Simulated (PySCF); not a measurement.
# SiH4 (SMILES [H][Si]([H])([H])[H]): QCISD(T)/6-31++G(d,p) (Cartesian functions)

Aim: the energy change on altering one bond length of SiH4 at QCISD(T)/6-31++G** (Cartesian functions), from 2 runs. Input form: a Python script.

The results are computed with PySCF 2.14.0.

9 further runs of the same task are left out: 2 for a faulty analytic Hessian, 7 set aside as unsound or not needed.

## Step 1: The system as given

SiH4 has 5 atoms, charge 0, and is taken as a singlet. SMILES: `[H][Si]([H])([H])[H]`. Geometry: relaxed at GFN2-xTB.

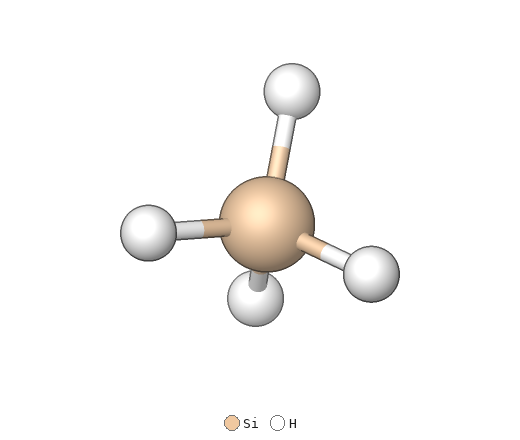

Viewed from a chosen angle; silicon light orange, hydrogen white.

## Step 2: The energy at QCISD(T)/6-31++G(d,p) (Cartesian functions)

geometry.xyz reads:

```xyz
5

Si     0.000060    -0.000040     0.000090
H      0.011300    -0.019430     1.460880
H      1.373450     0.011260    -0.497760
H     -0.696580     1.196700    -0.465720
H     -0.688230    -1.188490    -0.497490
```

input.py reads:

```python
from pyscf import gto, scf, cc

mol = gto.M(
    atom='geometry.xyz',
    basis='6-31++g**',
    spin=0,
    max_memory=1860,
    cart=True,
    verbose=4,
)

mf = scf.RHF(mol)
mf.kernel()

mycc = cc.QCISD(mf, frozen=5)
mycc.kernel()
e_t = mycc.qcisd_t()
e_final = mycc.e_tot + e_t
print('Final energy', e_final)
```

The run is started by

```console
OMP_NUM_THREADS=1 python input.py
```

Standard output:

```text
PySCF version 2.14.0

[... 54 lines left out ...]
converged SCF energy = -291.231691485773
[... 1 line left out ...]
******** <class 'pyscf.cc.qcisd.QCISD'> ********
QCISD nocc = 4, nmo = 42
frozen orbitals 5
max_cycle = 50
direct = 0
conv_tol = 1e-07
conv_tol_normt = 1e-05
diis_space = 6
diis_start_cycle = 0
diis_start_energy_diff = 1e+09
Init t2, MP2 energy = -291.340880895131  E_corr(MP2) -0.109189409357869
Init E_corr(QCISD) = -0.109189409357904
cycle = 1  E_corr(QCISD) = -0.128672804585556  dE = -0.0194833952  norm(t1,t2) = 0.0355613
cycle = 2  E_corr(QCISD) = -0.133462123565725  dE = -0.00478931898  norm(t1,t2) = 0.0123784
cycle = 3  E_corr(QCISD) = -0.13574225479642  dE = -0.00228013123  norm(t1,t2) = 0.0051333
cycle = 4  E_corr(QCISD) = -0.135688109368695  dE = 5.41454277e-05  norm(t1,t2) = 0.000920893
cycle = 5  E_corr(QCISD) = -0.135667634606196  dE = 2.04747625e-05  norm(t1,t2) = 0.000215815
cycle = 6  E_corr(QCISD) = -0.135672796732851  dE = -5.16212666e-06  norm(t1,t2) = 6.01631e-05
cycle = 7  E_corr(QCISD) = -0.135673238337336  dE = -4.41604485e-07  norm(t1,t2) = 9.34527e-06
cycle = 8  E_corr(QCISD) = -0.135673172065354  dE = 6.62719826e-08  norm(t1,t2) = 2.66946e-06
QCISD converged
E(QCISD) = -291.3673646578384  E_corr = -0.1356731720653536
QCISD(T) correction = -0.00205889933384002
Final energy -291.36942355717224
```

Run time: 1.1 s. Hardware: 1 thread of Intel Xeon Platinum 8488C (Sapphire Rapids), shared host; peak memory 0.13 GiB.

## Step 3: The distorted shape at the same level

input.xyz reads:

```xyz
5

Si     0.172133     0.297073     0.124485
H      0.183373     0.277683     1.585275
H      1.545523     0.308373    -0.373365
H     -0.524507     1.493813    -0.341325
H     -0.688230    -1.188490    -0.497490
```

run.py reads:

```python
from pyscf import gto, cc

mol = gto.Mole()
mol.atom = 'input.xyz'
mol.cart = True
mol.max_memory = 1860
mol.verbose = 4
mol.charge = 0
mol.basis = '6-31++g**'
mol.build()

mf = mol.RHF()
mf.kernel()

mycc = cc.QCISD(mf, frozen=5)
mycc.kernel()
e_t = mycc.qcisd_t()
e_tot = mycc.e_tot + e_t
print('Final energy', e_tot)
```

The run is started by

```console
OMP_NUM_THREADS=1 python run.py
```

Standard output:

```text
PySCF version 2.14.0

[... 54 lines left out ...]
converged SCF energy = -291.203372411976
[... 1 line left out ...]
******** <class 'pyscf.cc.qcisd.QCISD'> ********
QCISD nocc = 4, nmo = 42
frozen orbitals 5
max_cycle = 50
direct = 0
conv_tol = 1e-07
conv_tol_normt = 1e-05
diis_space = 6
diis_start_cycle = 0
diis_start_energy_diff = 1e+09
Init t2, MP2 energy = -291.312785997943  E_corr(MP2) -0.10941358596775
Init E_corr(QCISD) = -0.109413585967885
cycle = 1  E_corr(QCISD) = -0.129242028814766  dE = -0.0198284428  norm(t1,t2) = 0.0407909
cycle = 2  E_corr(QCISD) = -0.13459795858348  dE = -0.00535592977  norm(t1,t2) = 0.015956
cycle = 3  E_corr(QCISD) = -0.137642560560173  dE = -0.00304460198  norm(t1,t2) = 0.00719548
cycle = 4  E_corr(QCISD) = -0.137559667193908  dE = 8.28933663e-05  norm(t1,t2) = 0.00113909
cycle = 5  E_corr(QCISD) = -0.137532722474918  dE = 2.6944719e-05  norm(t1,t2) = 0.000289538
cycle = 6  E_corr(QCISD) = -0.137541031851735  dE = -8.30937682e-06  norm(t1,t2) = 8.50696e-05
cycle = 7  E_corr(QCISD) = -0.137541166858324  dE = -1.35006589e-07  norm(t1,t2) = 1.33246e-05
cycle = 8  E_corr(QCISD) = -0.137541191931893  dE = -2.50735687e-08  norm(t1,t2) = 4.51324e-06
QCISD converged
E(QCISD) = -291.3409136039076  E_corr = -0.137541191931893
QCISD(T) correction = -0.00237051339630837
Final energy -291.3432841173039
```

It took 1.6 s on 1 thread of Intel Xeon Platinum 8488C (Sapphire Rapids), shared host; peak memory 0.14 GiB.

## Step 4: Outcome

Level: QCISD(T)/6-31++G** (Cartesian functions), 5 core orbitals frozen.

```
                                                          quantity          value
                                         first shape: total energy  -291.36942 Eh
                 first shape: dipole moment (Hartree–Fock density)         0.00 D
                  first shape: HOMO energy (Hartree–Fock orbitals)      -13.30 eV
                  first shape: LUMO energy (Hartree–Fock orbitals)        1.47 eV
                first shape: HOMO–LUMO gap (Hartree–Fock orbitals)       14.77 eV
          first shape: correlation energy (5 core orbitals frozen)     -137.7 mEh
                                       first shape: (T) correction      -2.06 mEh
                                        first shape: T1 diagnostic          0.009
                                     distorted shape: total energy  -291.34328 Eh
             distorted shape: dipole moment (Hartree–Fock density)         0.74 D
              distorted shape: HOMO energy (Hartree–Fock orbitals)      -11.86 eV
              distorted shape: LUMO energy (Hartree–Fock orbitals)        1.35 eV
            distorted shape: HOMO–LUMO gap (Hartree–Fock orbitals)       13.22 eV
      distorted shape: correlation energy (5 core orbitals frozen)     -139.9 mEh
                                   distorted shape: (T) correction      -2.37 mEh
                                    distorted shape: T1 diagnostic          0.011
energy change with the Si1–H5 bond stretched from 1.461 to 1.826 Å       0.711 eV
```

With the Si1–H5 bond stretched from 1.461 to 1.826 Å the energy rises by 0.71 eV (68.6 kJ/mol). The first shape isn't relaxed at this level, so the change isn't measured from a minimum. Mulliken charges (first shape) of the mean-field density run from -0.16 on H2 to +0.66 on Si1; in a basis this large or diffuse they mean little. The triples (first shape) make up 1.5 % of the correlation energy. Mulliken charges (distorted shape) of the mean-field density run from -0.21 on H5 to +0.69 on Si1; in a basis this large or diffuse they mean little. The triples (distorted shape) make up 1.7 % of the correlation energy.
